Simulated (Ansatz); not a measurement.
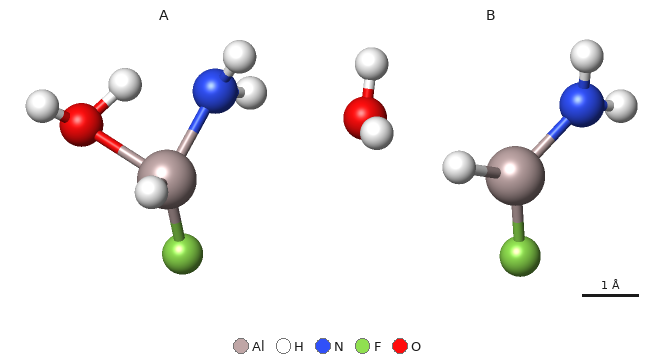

Two geometries of AlNH₅OF, drawn at one scale. One is the start of a relaxation, the other its converged end. Style: ball-and-stick. Shown face on.

All numbers below come from Ansatz 0.2.0, RKS PBE/def2-SVP. (no spin polarisation; force threshold 0.03 eV/Å; at most 50 steps)

Q: Which geometry has the lower energy?

A: Structure A is the relaxed one. The run prepares an end point of a later path (reaction) calculation, from a guessed geometry. Over 15 accepted moves (16 points after the start) the energy falls by 80.7 kJ/mol. The largest force component goes from 0.8 to 0.021 eV/Å. The line search rejected the trial step at point 14 of the run. The atom that moves furthest after the best rigid fit is an H atom (1.49 Å). By element the largest moves are H 1.49 Å, O 0.78 Å, N 0.76 Å, Al 0.40 Å, F 0.19 Å. Among the contacts that change: Al–H 3.329 → 2.045 Å, Al–O 2.965 → 1.975 Å, Al–N 1.777 → 1.884 Å, H–O 0.980 → 1.065 Å. New bonds form, among them: Al–O (2.96 → 1.98 Å). Among the angles between lasting bonds that change: H–O–H 102.0° → 110.0°, Al–N–H 125.3° → 118.9°, Al–N–H 124.7° → 120.2°.
